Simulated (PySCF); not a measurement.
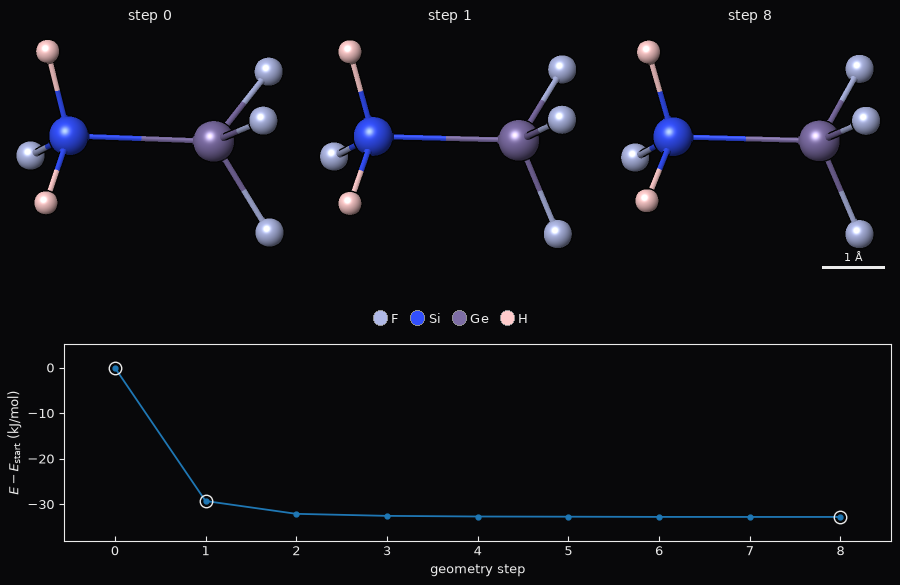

Frames of a relaxation of GeSiH2F4, marked on the history of the run. Style: ball-and-stick. Shown from a free direction.

The start comes from GFN2-xTB. Its atoms were then displaced at random by about 0.01 Å.

Level of theory: PBE0-D3(BJ)/def2-SVP geometry optimisation, gas phase in PySCF. 

Q: What happens along the run?

A: An F atom moves most after the best rigid fit: 0.17 Å. Largest moves by element: F 0.17 Å, Ge 0.11 Å, Si 0.09 Å, H 0.05 Å. Among the contacts that change: F–Ge 1.785 → 1.722 Å, H–Si 1.452 → 1.484 Å, F–Si 1.606 → 1.620 Å, Ge–Si 2.375 → 2.385 Å. Bond angles that change, for instance: Si–Ge–F 123.6° → 114.4°, Si–Ge–F 124.4° → 115.2°, F–Ge–F 97.4° → 105.2°. After 8 geometry steps the energy has fallen by 32.8 kJ/mol. From step 0 to 1: an F atom moves most (0.19 Å), energy −29.3 kJ/mol. From step 1 to 8: F and H atoms move most (0.07 Å), energy −3.50 kJ/mol.

| step | E − E(0), kJ/mol |
| --- | --- |
| 0 | 0.00 |
| 1 | -29.28 |
| 2 | -32.10 |
| 3 | -32.55 |
| 4 | -32.69 |
| 5 | -32.73 |
| 6 | -32.78 |
| 7 | -32.78 |
| 8 | -32.78 |
